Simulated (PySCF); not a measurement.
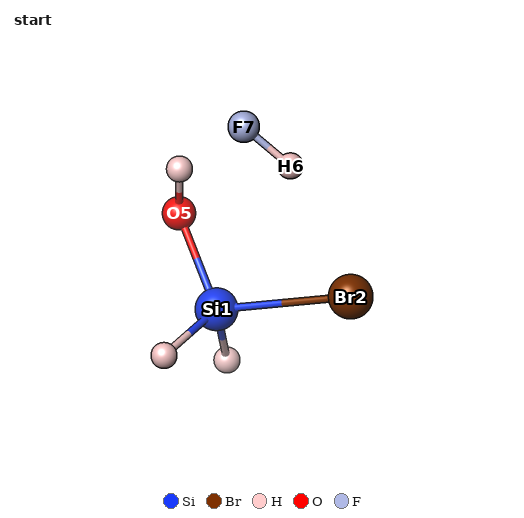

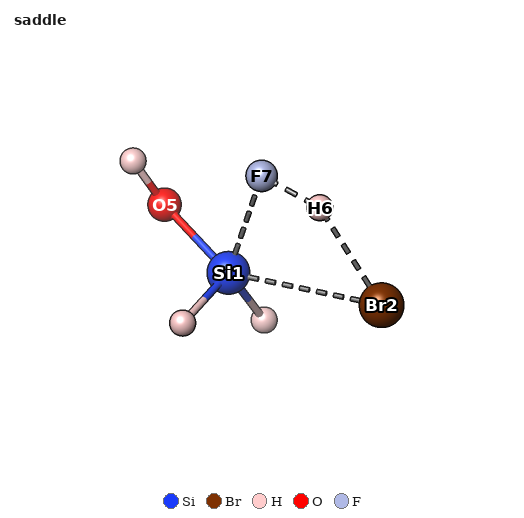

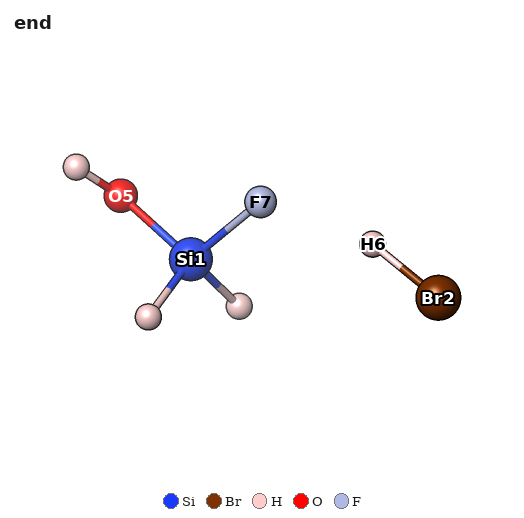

A saddle point and the two end points reached downhill from it. Broken sticks mark bonds that form or break. The species is neutral and a spin singlet. Geometries: PBE0-D4/def2-TZVP; all other levels are single points on them, and energies count from the start as drawn. Program: PySCF 2.14.0. In CBS estimates cores are frozen, and CCSD(T) − MP2 is taken in the smaller basis.

### Which bonds form and which break from start to end?

Formed: Si1–F7, Br2–H6; broken: Si1–Br2, H6–F7. At the saddle point Si1···F7 is 1.95 Å, Br2···H6 is 1.80 Å, Si1···Br2 is 2.62 Å, H6···F7 is 1.05 Å.

Give the electronic barrier and the reaction energy from start to end in kJ/mol (no zero-point energy) with CCSD(T)/CBS (MP2 limit from def2-TZVPP and def2-QZVPP plus CCSD(T) − MP2); RHF/STO-3G; RHF-MP2 (frozen core)/def2-QZVPP.

```
                                                                    level  barrier  reaction energy
CCSD(T)/CBS (MP2 limit from def2-TZVPP and def2-QZVPP plus CCSD(T) − MP2)    124.3            −30.3
                                                               RHF/STO-3G    157.9            +27.2
                                         RHF-MP2 (frozen core)/def2-QZVPP    121.5            −28.5
```
